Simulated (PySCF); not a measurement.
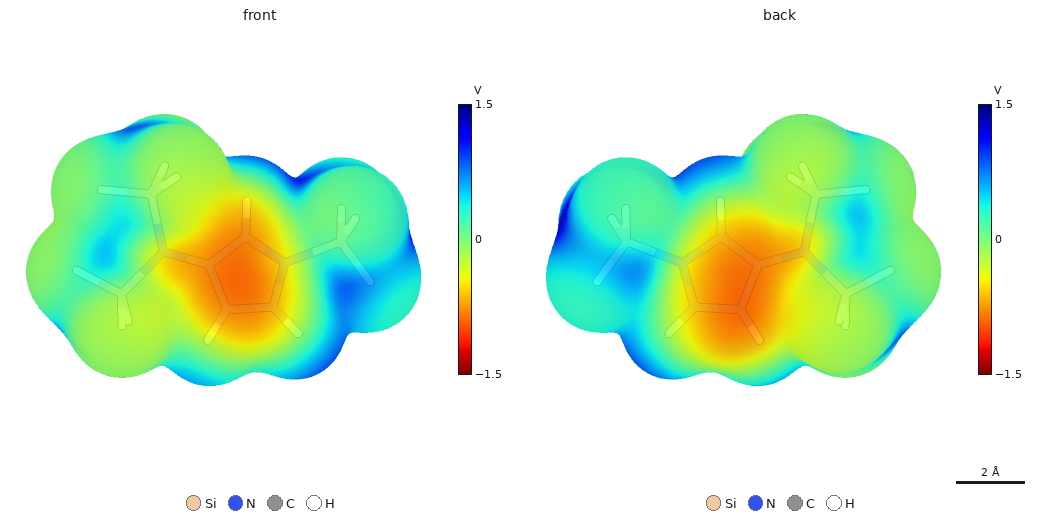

*C₄H₁₂N₂Si₃ (SMILES [SiH3]N([SiH3])c1ccn([SiH3])c1). The molecular electrostatic potential painted on the density surface at 0.001 e/bohr³, seen from the front and from behind; red is negative and blue positive.*

Geometry: PBE0-D3(BJ)/def2-SVP.

Method: PBE0/pcSseg-1, SCF density, gas phase, non-relativistic (PySCF 2.14.0).

```yaml
atoms:
  - { symbol: Si, position_ang: [-2.6644, 0.1523, 1.2567] }
  - { symbol: N, position_ang: [-2.1193, -0.3495, -0.3353] }
  - { symbol: Si, position_ang: [-3.2052, -0.6862, -1.6747] }
  - { symbol: C, position_ang: [-0.7335, -0.4902, -0.5418] }
  - { symbol: C, position_ang: [-0.1009, -1.2202, -1.5987] }
  - { symbol: C, position_ang: [1.2560, -1.0971, -1.4219] }
  - { symbol: N, position_ang: [1.4999, -0.3286, -0.3083] }
  - { symbol: Si, position_ang: [3.0846, -0.0030, 0.4067] }
  - { symbol: C, position_ang: [0.2814, 0.0460, 0.2310] }
  - { symbol: H, position_ang: [-2.2406, 1.5536, 1.5718] }
  - { symbol: H, position_ang: [-2.0805, -0.7423, 2.3011] }
  - { symbol: H, position_ang: [-4.1520, 0.0798, 1.2721] }
  - { symbol: H, position_ang: [-2.8068, 0.0976, -2.8828] }
  - { symbol: H, position_ang: [-4.5762, -0.3004, -1.2377] }
  - { symbol: H, position_ang: [-3.2018, -2.1352, -2.0490] }
  - { symbol: H, position_ang: [-0.5895, -1.7764, -2.3965] }
  - { symbol: H, position_ang: [2.0744, -1.5042, -2.0129] }
  - { symbol: H, position_ang: [3.1255, 1.4250, 0.8290] }
  - { symbol: H, position_ang: [3.3295, -0.8725, 1.5938] }
  - { symbol: H, position_ang: [4.0872, -0.2858, -0.6559] }
  - { symbol: H, position_ang: [0.2298, 0.6855, 1.1100] }
```

Question: Which sites attract a positive test charge, and which a negative one?

Answer: A positive charge is drawn to the negative regions and a negative charge to the positive ones. The most negative region (about −0.9 V) lies over the π face of C4, C5, C6 and C9, the most positive (about +1.2 V) over Si8.

Question: How polar is the molecule by this calculation?

Answer: Its dipole moment is 1.56 D.
